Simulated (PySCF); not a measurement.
# AlHBrF (SMILES [F][AlH][Br]): levels of theory compared

Wanted: a comparison of 6 runs (HF/def2-SVP, HF/ma-def2-SVP, HF/def2-SVPD, HF/def2-TZVP, HF/ma-def2-TZVP, HF/def2-TZVPPD) of AlHBrF. 

Program for the calculation: PySCF 2.14.0.

1 further run of the same task is left out (set aside as unsound or not needed).

## Step 1: The molecule

AlHBrF: 4 atoms, total charge 0, spin state singlet. As SMILES, `[F][AlH][Br]`. Geometry: relaxed at PBE0-D4/def2-TZVP.

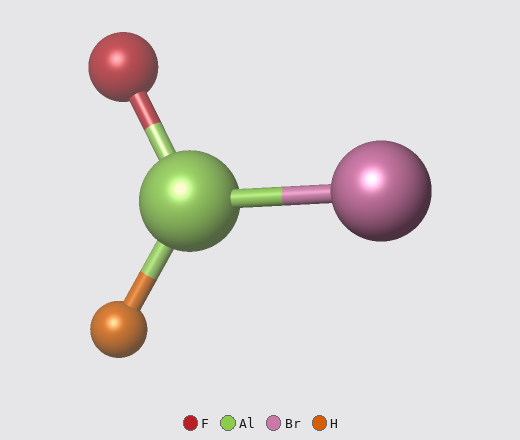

Viewed from a chosen angle; fluorine red, aluminium green, bromine pink, hydrogen orange.

## Step 2: The polarisability at HF/def2-SVP (run 1)

The input, geometry.xyz:

```xyz
4

F      0.779100    -0.805100     1.280100
Al     0.132300     0.076200     0.056400
Br    -1.566600    -0.822700    -1.088000
H      0.710500     1.491300    -0.268800
```

The input, job.py:

```python
import numpy
from pyscf import gto
from pyscf.prop.polarizability import rhf

mol = gto.M(
    atom='geometry.xyz',
    verbose=3,
    basis='def2-svp',
    charge=0,
    max_memory=1860,
)

mf = mol.RHF()
mf.conv_tol = 1e-10
mf.kernel()
if not mf.converged:
    mf = mf.newton().run(mf.mo_coeff, mf.mo_occ)

e_final = mf.e_tot
print('Final energy', e_final)
pol = rhf.Polarizability(mf)
alpha = pol.polarizability()
print('isotropic polarizability %.4f bohr^3' % (numpy.trace(alpha) / 3))
alpha_w = pol.polarizability_with_freq(freq=0.0774)
beta = pol.hyper_polarizability()
```

Started as:

```bash
$ OMP_NUM_THREADS=1 python job.py
```

The program printed:

```text
converged SCF energy = -2914.02575156315
Final energy -2914.0257515631506
isotropic polarizability 30.7272 bohr^3
```

It took 21 s on 1 thread of Arm Neoverse V1, shared host; peak memory 0.14 GiB.

## Step 3: The polarisability at HF/ma-def2-SVP (run 2)

Changes to job.py since step 2:

```diff
@@ -4,9 +4,10 @@
 
-mol = gto.M(
-    atom='geometry.xyz',
-    verbose=3,
-    basis='def2-svp',
-    charge=0,
-    max_memory=1860,
-)
+mol = gto.Mole()
+mol.atom = 'F 0.779100 -0.805100 1.280100; Al 0.132300 0.076200 0.056400; Br -1.566600 -0.822700 -1.088000; H 0.710500 1.491300 -0.268800'
+mol.verbose = 4
+mol.charge = 0
+mol.max_memory = 1860
+mol.spin = 0
+mol.basis = 'ma-def2-svp'
+mol.build()
 
@@ -18,4 +19,4 @@
 
-e_final = mf.e_tot
-print('Final energy', e_final)
+e_tot = mf.e_tot
+print('E(%s) = %.9f' % ('HF', e_tot))
 pol = rhf.Polarizability(mf)
```

Started as:

```bash
$ OMP_NUM_THREADS=1 python job.py
```

The program printed:

```text
PySCF version 2.14.0

[... 58 lines left out ...]
converged SCF energy = -2914.03161017498
[... 3 lines left out ...]
isotropic polarizability 34.4650 bohr^3
```

It took 33 s on 1 thread of Arm Neoverse V1, shared host; peak memory 0.16 GiB.

Runs 3 to 4 aren't shown in full; the table further down has their settings and results.

## Step 4: The polarisability at HF/ma-def2-TZVP (run 5)

The input, mol.xyz:

```xyz
4

F      0.779100    -0.805100     1.280100
Al     0.132300     0.076200     0.056400
Br    -1.566600    -0.822700    -1.088000
H      0.710500     1.491300    -0.268800
```

The input, input.py:

```python
import numpy
from pyscf import gto
from pyscf.prop.polarizability import rhf

molecule = gto.M(
    atom='mol.xyz',
    basis='ma-def2-tzvp',
    verbose=3,
    max_memory=1860,
)

mf = molecule.RHF()
mf.conv_tol = 1e-10
mf.kernel()
if not mf.converged:
    mf = mf.newton().run(mf.mo_coeff, mf.mo_occ)

e_final = mf.e_tot
print('Final energy', e_final)
pol = rhf.Polarizability(mf)
alpha = pol.polarizability()
print('isotropic polarizability %.4f bohr^3' % (numpy.trace(alpha) / 3))
alpha_w = pol.polarizability_with_freq(freq=0.0774)
beta = pol.hyper_polarizability()
```

Started as:

```bash
$ OMP_NUM_THREADS=1 python input.py
```

The program printed:

```text
converged SCF energy = -2914.55804693969
Final energy -2914.5580469396896
isotropic polarizability 39.5652 bohr^3
```

Run time: 6.6 min. Hardware: 1 thread of Arm Neoverse V1, shared host; peak memory 0.43 GiB.

## Step 5: The response to a field at HF/def2-TZVPPD (run 6)

The input, job.py:

```python
import numpy
from pyscf import gto, scf
from pyscf.prop.polarizability import rhf

system = gto.M(
    atom='F 0.779100 -0.805100 1.280100; Al 0.132300 0.076200 0.056400; Br -1.566600 -0.822700 -1.088000; H 0.710500 1.491300 -0.268800',
    basis='def2-tzvppd',
    verbose=4,
    max_memory=1860,
)

hf = scf.RHF(system)
hf.conv_tol = 1e-10
hf.kernel()
if not hf.converged:
    hf = hf.newton().run(hf.mo_coeff, hf.mo_occ)

e_tot = hf.e_tot
print('E(%s) = %.9f' % ('HF', e_tot))
pol = rhf.Polarizability(hf)
alpha = pol.polarizability()
print('isotropic polarizability %.4f bohr^3' % (numpy.trace(alpha) / 3))
alpha_w = pol.polarizability_with_freq(freq=0.0774)
beta = pol.hyper_polarizability()
```

Started as:

```bash
$ OMP_NUM_THREADS=1 python job.py
```

The program printed:

```text
PySCF version 2.14.0

[... 60 lines left out ...]
converged SCF energy = -2914.55881557672
[... 3 lines left out ...]
isotropic polarizability 42.1779 bohr^3
```

Wall time 14 min (1 thread of Arm Neoverse V1, shared host); peak memory 0.78 GiB.

## Step 6: The series

```csv
run,level,energy (Eh),dipole moment (D),HOMO energy (eV),LUMO energy (eV),wall time
1,HF/def2-SVP,-2914.025752,1.38,-11.76,1.61,21 s
2,HF/ma-def2-SVP,-2914.031610,1.48,-11.90,0.81,33 s
3,HF/def2-SVPD,-2914.039053,1.37,-11.86,1.22,74 s
4,HF/def2-TZVP,-2914.557473,1.29,-11.83,1.39,4.5 min
5,HF/ma-def2-TZVP,-2914.558047,1.32,-11.84,0.75,6.6 min
6,HF/def2-TZVPPD,-2914.558816,1.33,-11.84,1.04,14 min
```

Convergence of the total energy of singlet AlHBrF with the basis set, against the last point:

```csv
basis set,from the last (mEh),wall time
def2-SVP,+533.064,21 s
ma-def2-SVP,+527.205,33 s
def2-SVPD,+519.762,74 s
def2-TZVP,+1.342,4.5 min
ma-def2-TZVP,+0.769,6.6 min
def2-TZVPPD,+0.000,14 min
```

Convergence of the dipole moment of singlet AlHBrF with the basis set, against the last point:

```csv
basis set,from the last (D),wall time
def2-SVP,+0.0538,21 s
ma-def2-SVP,+0.1545,33 s
def2-SVPD,+0.0438,74 s
def2-TZVP,-0.0324,4.5 min
ma-def2-TZVP,-0.0071,6.6 min
def2-TZVPPD,+0.0000,14 min
```

## Step 7: Summary of results

```
                                   quantity           value
                        run 6: total energy  -2914.55882 Eh
                       run 6: dipole moment          1.33 D
                         run 6: HOMO energy       -11.84 eV
                         run 6: LUMO energy         1.04 eV
                       run 6: HOMO–LUMO gap        12.88 eV
          run 6: mean static polarisability      42.2 bohr³
run 6: mean polarisability at ω = 0.0774 Eh      43.5 bohr³
```

For the total energy of singlet AlHBrF to stay within 10 mEh of the last point, def2-TZVP is the first point of the series from which all later ones do (4.5 min against 14 min). For the total energy of singlet AlHBrF to stay within 2 mEh of the last point, def2-TZVP is the first point of the series from which all later ones do (4.5 min against 14 min). For the dipole moment of singlet AlHBrF to stay within 0.05 D of the last point, def2-SVPD is the first point of the series from which all later ones do (74 s against 14 min). The dipole moment (its size) runs from 1.29 D (HF/def2-TZVP) to 1.48 D (HF/ma-def2-SVP). The HOMO–LUMO gap runs from 12.59 eV (HF/ma-def2-TZVP) to 13.37 eV (HF/def2-SVP). All runs together took 27 min, the longest 14 min.
